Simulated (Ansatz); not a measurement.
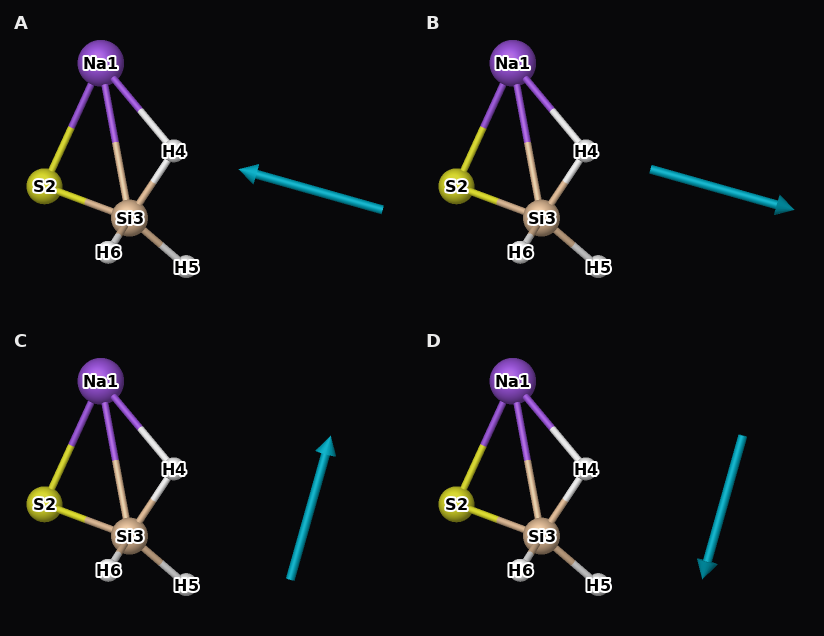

The same molecule four times, each with an arrow. The computed structure is the end point of a PBE0-D4/def2-TZVP optimisation. No frequency run is at hand to confirm it as a minimum. Method: RKS PBE0-D4/def2-TZVP (Ansatz 0.2.0).

**Which arrow points along the dipole moment, from the negative to the positive end?**

C. The dipole moment is 7.91 D; it points from the side of H5, H6 to the side of Na1 (the outermost atoms at the two ends).
